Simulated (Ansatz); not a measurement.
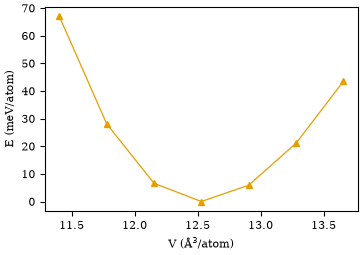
Figure: TiNi in space group Pmma (No. 51; Ti on 2f, Ni on 2e) under volume change, the program Ansatz at the LDA level (PAW), shape and atoms relaxed at each volume.

Question: What does a third-order Birch–Murnaghan fit give for V₀, B₀ and B′?

Answer: V₀ = 12.54 Å³/atom, B₀ = 167 GPa, B′ = 5.8.

The first step of the workflow began from a Materials Project structure, measured or hypothetical; the Crystallography Open Database copy checked does not list it. COD files the formula under space group No. 11, 147. Its standing as an ambient phase is unchecked. Symmetry was held in the LDA relaxation; its stability against distortions is not shown here. The run is not spin-polarised.

Potentials: the later of the program's two PAW sets.
